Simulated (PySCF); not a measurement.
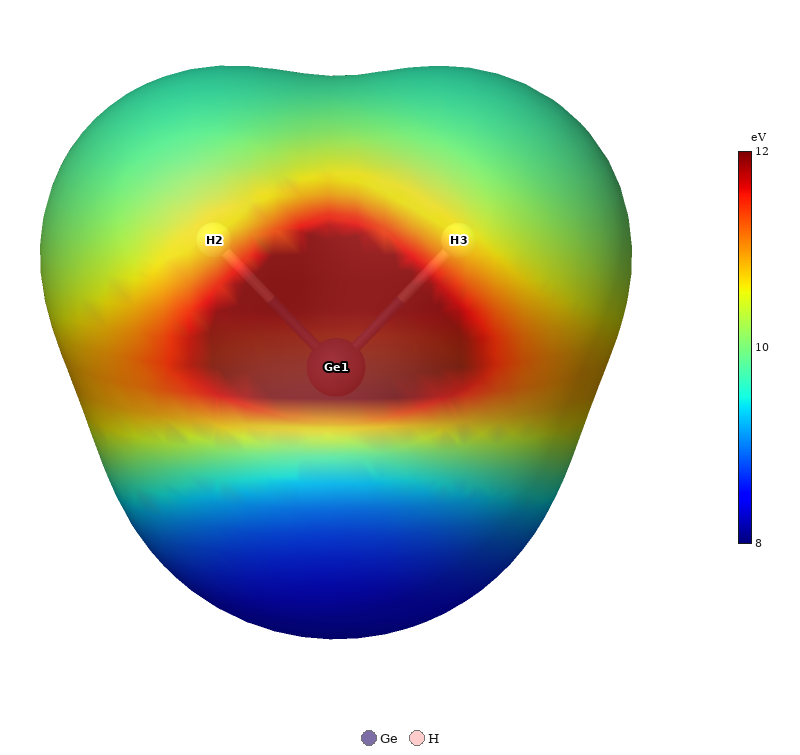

*GeH2, SMILES `[GeH2]`. Average local ionisation energy on the surface of electron density 0.001 a.u.*

Computed with PySCF, M06-2X/cc-pVTZ, geometry: GFN2-xTB. No frequency check shows the geometry to be a minimum. GFN2-xTB bond lengths at metals and heavier atoms can be off by up to 0.1 Å and shapes distorted, which carries into these values.

### Locate the minima of the map.

The lowest value is 8.4 eV, 2.5 Å from Ge1. Further minima include 9.7 eV, 1.6 Å from H2, and at like points elsewhere. For comparison, the highest occupied orbital lies at −8.0 eV.

### What volume does the surface enclose, and what is the dipole moment?

About 60 Å³; the dipole moment is 0.2 D.
